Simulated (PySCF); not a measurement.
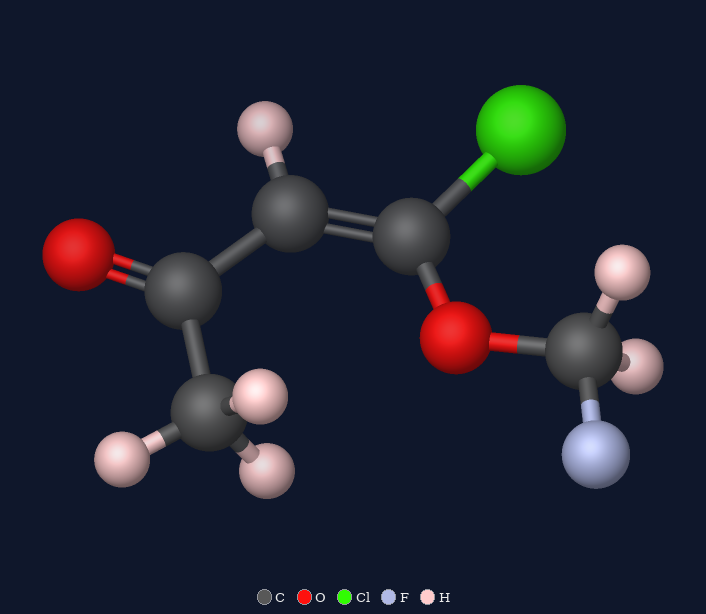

Computed geometry: GFN2-xTB optimisation. No frequency run is at hand to confirm it as a minimum.

Description:

It has 15 atoms: 5 carbon, 6 hydrogen, 1 chlorine, 1 fluorine and 2 oxygen (C5H6ClFO2). Its SMILES string is `CC(=O)/C=C(/Cl)OCF`. It has no ring. Among its groups: ether, ketone, alkene, C–F bond, C–Cl bond. Coordination: 2 C tetrahedral; 3 C trigonal planar; 1 O bent.

The parts below concern this one geometry. Atoms keep their numbers from picture to picture.

### Electronic properties

No frequency run is at hand to confirm it as a minimum. Properties computed with PBE0/def2-SVPD, gas phase (PySCF 2.14.0). Excitations: vertical, linear response.

Question: What is the lowest vertical singlet excitation?

Answer: 3.86 eV.

Question: What is the mean static polarisability?

Answer: 87.4 bohr³.

Question: Give the LUMO energy (Kohn–Sham orbital) at this level.

Answer: −1.63 eV.

Question: What is the brightest of the 6 lowest singlets?

Answer: 5.46 eV.

### Dipole moment

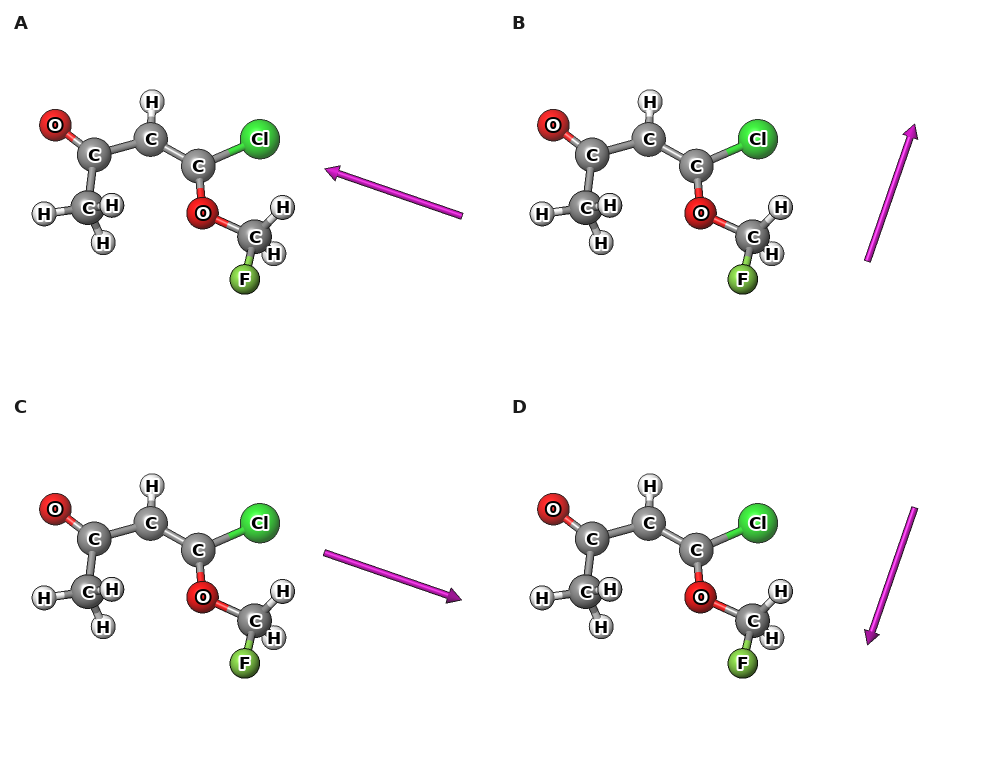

The same molecule four times, each with an arrow. No frequency run is at hand to confirm it as a minimum. Level of theory: PBE0/pcSseg-1, gas phase (PySCF 2.14.0).

Question: Which arrow points along the dipole moment, from the negative to the positive end?

Answer: C. The dipole moment is 4.24 D.

### Quadrupole coupling

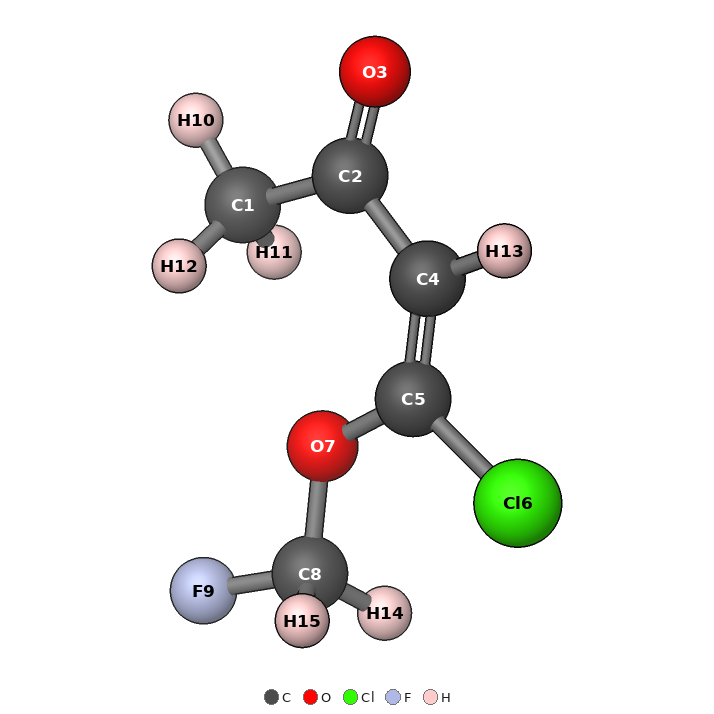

No frequency run is at hand to confirm it as a minimum. Electric field gradients from the ground-state density, PBE0/pcSseg-1 (PySCF 2.14.0), non-relativistic apart from any core potentials.

Give the largest field-gradient component, the quadrupole coupling constant and the asymmetry for 17O at O3 (Q = −25.6 mb), 35Cl at Cl6 (Q = −81.7 mb), 17O at O7 (Q = −25.6 mb).

```tsv
atom	V_zz (a.u.)	e²qQ/h (MHz)	η
O3	−2.006	12.07	0.41
Cl6	3.907	−75.0	0.10
O7	1.879	−11.30	0.68
```
